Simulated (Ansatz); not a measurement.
# Convergence study of the k-point mesh at a smearing width of 0.05 eV for TiB2Mo (Amm2, 4 atoms in the cell)

```xyz
4
Lattice="3.0671 0.0000 0.0000 0.0000 1.5808 4.2005 0.0000 -1.5808 4.2005" Properties=species:S:1:pos:R:3 pbc="T T T"
Ti     0.0000     0.0000     1.2875
B      1.5336     0.0000     4.6941
B      0.0000     0.0000     3.6960
Mo     1.5336     0.0000     7.1746
```

Method: PBEsol, default PAW files made with PBE (plane waves; Ansatz, a first-principles code).

Base settings: basis.ecutwfc = 420 eV; kpoints.mp_grid.grid = 11 11 11; hamiltonian.xc = pbesol; hamiltonian.pseudopotentials = {kind: paw} (the program's default PAW files); scf.occupations.method = gaussian; scf.occupations.width = 0.1 eV.

In this ladder: scf.occupations.width = 0.05 eV.

The second cell is the first with its lattice scaled by 0.98.

Only quantities that move along the ladder and can be compared are tabulated.

The count of work is k-points × plane waves × bands × iterations; it is no time. Core times come from one kind of shared machine, to one figure; runs under 30 s give none.

The starting cell comes from a database of computed structures (which also holds hypothetical and non-ambient phases and stackings), without a prior relaxation at this level. Its lattice was rescaled by up to half a per cent. One atom was moved a little off its site on purpose. Spin polarisation is off. Ansatz's pressure includes its estimate of the finite-basis (Pulay) stress.

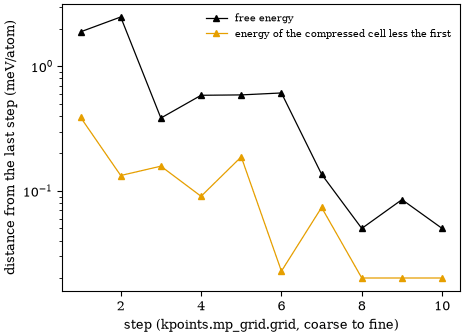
Distance from the last step along the ladder; very small values are drawn at a floor.

| kpoints.mp_grid.grid | free energy less the last step's (meV/atom) | energy of the compressed cell less the first (meV/atom) | pressure (GPa) | largest difference of a force vector from the last step's (eV/Å) | count of work / last | core time / last (rough) |
|---|---|---|---|---|---|---|
| 4 4 4 | -1.89 | 23.50 | -2.61 | 0.280 | 0.0088 | – |
| 5 5 5 | -2.49 | 23.75 | -2.55 | 0.061 | 0.011 | – |
| 6 6 6 | -0.38 | 24.05 | -2.47 | 0.011 | 0.022 | – |
| 7 7 7 | -0.59 | 23.80 | -2.53 | 0.033 | 0.027 | – |
| 8 8 8 | -0.59 | 23.70 | -2.56 | 0.062 | 0.044 | – |
| 10 10 10 | -0.61 | 23.91 | -2.51 | 0.029 | 0.078 | – |
| 12 12 12 | 0.14 | 23.96 | -2.50 | 0.020 | 0.13 | – |
| 14 15 15 | -0.01 | 23.88 | -2.52 | 0.009 | 0.22 | 0.3 |
| 17 18 18 | -0.09 | 23.87 | -2.52 | 0.005 | 0.34 | 0.5 |
| 21 22 22 | -0.04 | 23.88 | -2.52 | 0.005 | 0.61 | 0.6 |
| 25 26 26 | 0.00 | 23.89 | -2.51 | 0.000 | 1.0 | 1 |

Coarsest kpoints.mp_grid.grid that holds the free energy within 1 meV/atom of the last step, with all finer ones: 6 6 6, at 0.022 of the last step's count of work; the step before is off by 2.5 meV/atom.

The energy difference between the two cells stays within 1 meV/atom of the last step's from 4 4 4 on, the total only from 6 6 6 on: much of the error is common to both cells and cancels.

Keys are those of Ansatz 0.2.
